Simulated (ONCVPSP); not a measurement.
# Run report: S, pseudopotential generation

- system: sulfur (S, Z = 16), core [Ne], reference valence 3s2 3p3.75 (an ion of charge +0.25), valence charge 6.
- method: ONCV potential, PBE, scalar-relativistic, made with ONCVPSP 4.0.1

**Summary**

- outcome: generated
- cutoffs needed: 12 Ha and 40 Ha (the cutoffs at which the residual kinetic energy of the hardest occupied pseudo-wave falls to 1 and 0.1 mHa per electron)
- ghost test: no bound ghost flagged; no localised positive-energy state flagged
- largest excitation error: +15 meV (all-electron minus pseudo) for 3s2 3p2, out of 4 test configurations
- range over which the phases arctan(r R′/R) at the test radius agree within 0.05 rad (a looser test near the poles than one of phase shifts): s: up to about 2.5 Ha; p: up to about 2.6 Ha; d: not judged, local potential alone; f: not judged, local potential alone
- hardware: 1 CPU thread, shared host
- wall time: 1.8 s

**Input file**
```
# ATOM AND REFERENCE CONFIGURATION
# atsym  z   nc   nv     iexc    psfile
  S 16.00    3    2        4      upf
#
#   n    l    f
    1    0    2.00
    2    0    2.00
    2    1    6.00
    3    0    2.00
    3    1    3.75
#
# PSEUDOPOTENTIAL AND OPTIMIZATION
# lmax
    1
#
#   l,   rc,      ep,       ncon, nbas, qcut
    0    1.55    0.00    4    9    5.00
    1    1.60    0.00    4    9    4.80
#
# LOCAL POTENTIAL
# lloc, lpopt,  rc(5),   dvloc0
    0    5    1.55    0.00
#
# VANDERBILT-KLEINMAN-BYLANDER PROJECTORs
# l, nproj, debl
    0    0    1.60
    1    1    1.00
#
# MODEL CORE CHARGE
# icmod, fcfact, rcfact
    0    0.00    0.00
#
# LOG DERIVATIVE ANALYSIS
# epsh1, epsh2, depsh
   -2.00    5.00    0.02
#
# OUTPUT GRID
# rlmax, drl
    6.00    0.01
#
# TEST CONFIGURATIONS
# ncnf
    4
# nvcnf
#   n    l    f
    2
    3    0    2.00
    3    1    4.00
#
    2
    3    0    2.00
    3    1    3.00
#
    2
    3    0    2.00
    3    1    2.00
#
    2
    3    0    0.00
    3    1    6.00
#
```

Launched with:
```bash
oncvpsp.x < S.dat > S.out
```

**The program's output (extracts)**
```
ONCVPSP  (Optimized Norm-Conservinng Vanderbilt PSeudopotential)
scalar-relativistic version 4.0.1

#   n    l    f        energy (Ha)
    1    0    2.00    -8.8517229E+01
    2    0    2.00    -7.8793820E+00
    2    1    6.00    -5.8508756E+00
    3    0    2.00    -7.2376252E-01
    3    1    3.75    -3.4185405E-01

Reference configufation results
  iterations    23
  all-electron total energy (Ha)   -3.98971061D+02

Begin loop to  construct optimized pseudo wave functions
and semi-local pseudopoentials for all angular momenta

Calculating optimized projector #   1

 for l=   0

    Fraction of norm inside rc  0.472366
    Optimizing pswf for qcut=   5.01 a_B^-1,  ecut=  12.54 Ha
    Residual kinetic energy error=  5.46D-04 Ha

    Energy error per electron        Cutoff
         Ha          eV             Ha
         0.01000     0.27211        8.18
         0.00100     0.02721       11.65
         0.00010     0.00272       40.29
         0.00001     0.00027       95.53

Calculating optimized projector #   1

 for l=   1

    Fraction of norm inside rc  0.352543
    Optimizing pswf for qcut=   4.81 a_B^-1,  ecut=  11.56 Ha
    Residual kinetic energy error=  1.94D-04 Ha

    Energy error per electron        Cutoff
         Ha          eV             Ha
         0.01000     0.27211        4.06
         0.00100     0.02721        5.83
         0.00010     0.00272       18.94
         0.00001     0.00027       93.82

Construct Vanderbilt / Kleinmman-Bylander projectors

Pseudoatom total energy  -10.003705

Diagnostic tests using Vanderbilt-Kleinman-Bylander pseudopotentials
  1 or more projectors used as specified by nproj input data

   l    rcore       rmatch      e in        delta e   norm test  slope test

   0   1.5559626   1.6032050  -0.7237625  -0.0000053   0.9999991   1.0000218

   1   1.6032050   1.6518818  -0.3418540  -0.0000010   1.0000013   1.0000520

 Testing for bound ghosts
   n   l    E NL Schr. Eq   E Basis Diag.   E Cutoff

   2   1       -0.341855       -0.330564    117.12

 Testing for highly-localized positive-energy ghosts
       l    <radius>/rc     E Basis Diag.   E Cutoff

Test configuration 0

   n   l     f        eae           eps        diff
   1   0  2.0000  -88.51722925
   2   0  2.0000   -7.87938202
   2   1  6.0000   -5.85087562
   3   0  2.0000   -0.72376252   -0.72376779   -5.27D-06
   3   1  3.7500   -0.34185405   -0.34185509   -1.05D-06

    Total energies and differences
      AE_ref= -3.98971061D+02  AE_tst= -3.98971061D+02  dif=  0.00D+00
      PS_ref= -1.00037055D+01  PS_tst= -1.00037055D+01  dif= -8.88D-15
      PSP excitation error=  8.88D-15

Test configuration 1

   n   l     f        eae           eps        diff
   1   0  2.0000  -88.41652986
   2   0  2.0000   -7.78014389
   2   1  6.0000   -5.75147815
   3   0  2.0000   -0.63416348   -0.63422856   -6.51D-05
   3   1  4.0000   -0.25756665   -0.25760399   -3.73D-05

    Total energies and differences
      AE_ref= -3.98971061D+02  AE_tst= -3.99045897D+02  dif= -7.48D-02
      PS_ref= -1.00037055D+01  PS_tst= -1.00785518D+01  dif= -7.48D-02
      PSP excitation error=  1.09D-05

Test configuration 2

   n   l     f        eae           eps        diff
   1   0  2.0000  -88.85691563
   2   0  2.0000   -8.21160838
   2   1  6.0000   -6.18387562
   3   0  2.0000   -1.01539259   -1.01507550    3.17D-04
   3   1  3.0000   -0.61723853   -0.61700299    2.36D-04

    Total energies and differences
      AE_ref= -3.98971061D+02  AE_tst= -3.98613400D+02  dif=  3.58D-01
      PS_ref= -1.00037055D+01  PS_tst= -9.64609323D+00  dif=  3.58D-01
      PSP excitation error=  4.94D-05

Test configuration 3

   n   l     f        eae           eps        diff
   1   0  2.0000  -89.38912480
   2   0  2.0000   -8.72563029
   2   1  6.0000   -6.69971000
   3   0  2.0000   -1.44776377   -1.44658396    1.18D-03
   3   1  2.0000   -1.02822291   -1.02725788    9.65D-04

    Total energies and differences
      AE_ref= -3.98971061D+02  AE_tst= -3.97794495D+02  dif=  1.18D+00
      PS_ref= -1.00037055D+01  PS_tst= -8.82768945D+00  dif=  1.18D+00
      PSP excitation error=  5.50D-04

Test configuration 4

   n   l     f        eae           eps        diff
   1   0  2.0000  -88.52172130
   2   0  2.0000   -7.88343995
   2   1  6.0000   -5.85369650
   3   1  6.0000   -0.29678468   -0.29665125    1.33D-04

    Total energies and differences
      AE_ref= -3.98971061D+02  AE_tst= -3.98283720D+02  dif=  6.87D-01
      PS_ref= -1.00037055D+01  PS_tst= -9.31621036D+00  dif=  6.87D-01
      PSP excitation error= -1.54D-04
```

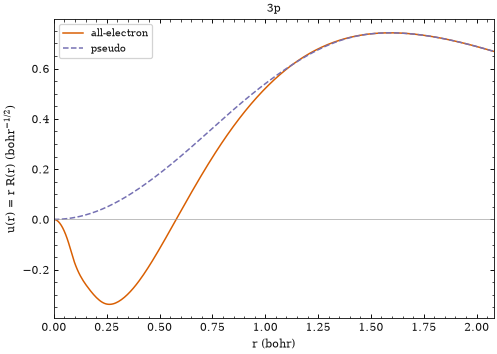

Partial waves u(r) = r R(r), all-electron (solid) and pseudo (dashed). Reference configuration 3s2 3p3.75.

- Matching radii: 3p at 1.60 bohr. The curves merge smoothly, so the plot gives these only roughly.
- Nodes of the pseudo-waves: 3p has no node.

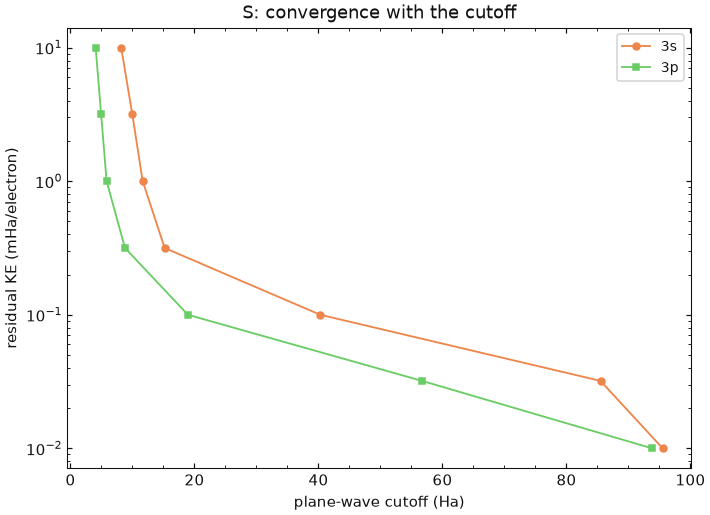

Residual kinetic energy of the pseudo-waves (the first of each channel, and further valence shells) beyond the plane-wave cutoff, as the generator prints it.

- Cutoffs for the occupied states: 12 Ha for 1 mHa and 40 Ha for 0.1 mHa per electron. The first is set by 3s.
- Cutoffs for 1 mHa per electron: 3s: 12 Ha; 3p: 5.8 Ha.
- Hardest wave at 1 mHa per electron: 3s, with rc = 1.55 bohr and qcut = 5 1/bohr. The optimisation minimises, but can't always remove, the kinetic energy above qcut²/2 = 12.5 Ha, and a larger rc would as a rule soften the wave at some cost in transferability.

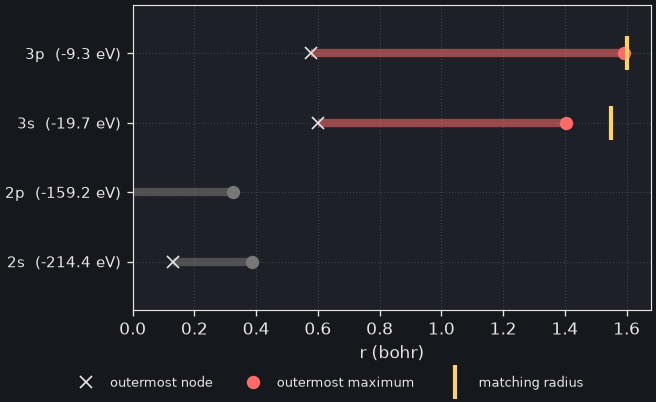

Outer shells of the all-electron reference atom: each bar runs from the outermost node (or the nucleus) to the outermost maximum of u(r); the tick is the radius chosen for the pseudo-wave. Shells without a tick have no pseudo-wave of their own. Levels, nodes and maxima are from ld1.x, scalar-relativistic.

- Radii against the shells: 3s: 1.55 bohr, outside the maximum; 3p: 1.60 bohr, outside the maximum.

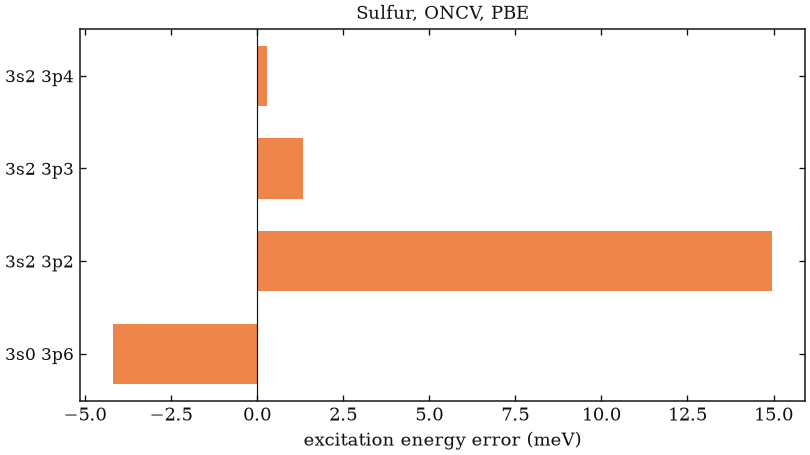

Errors, all-electron minus pseudo, of the energies of valence configurations relative to the unpolarised reference 3s2 3p3.75.

- Worst configuration: 3s2 3p2 (charge +2): the error is +15 meV on an all-electron energy of +32.02 eV relative to the reference, or 0.047 %.
- Errors in meV: 3s2 3p4: +0.3; 3s2 3p3: +1.3; 3s2 3p2: +15; 3s0 3p6: -4.2.
- Configurations within 10 meV and within 50 meV: 3 and 4 of 4.
